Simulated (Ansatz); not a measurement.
Bands of a (12,0) carbon nanotube, along its axis.

These are PBE (plane waves to 420 eV, PAW; Ansatz, a quantum-chemistry and plane-wave program) values and carry that method's errors. Mesh 1×1×18. No spin polarisation. It repeats along c; a and b span vacuum. An idealised model, rolled from the flat sheet. Only distortions within the start's symmetry and period were free.

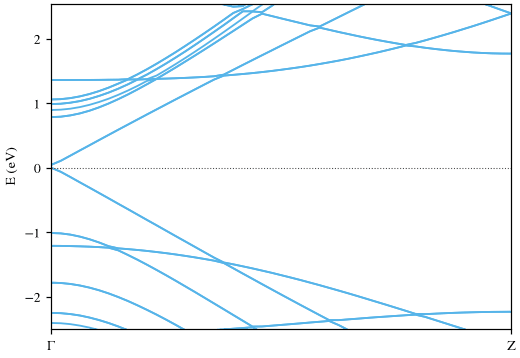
Fig. 1. Bands from the zone centre to the zone edge (period 4.27 Å); the dotted line marks the highest filled level

Q: Is it a metal or a semiconductor at this level? Give what the bands show.

A: A semiconductor in PBE.
| Property | Result |
|---|---|
| PBE gap | 0.04 eV, direct at Γ |
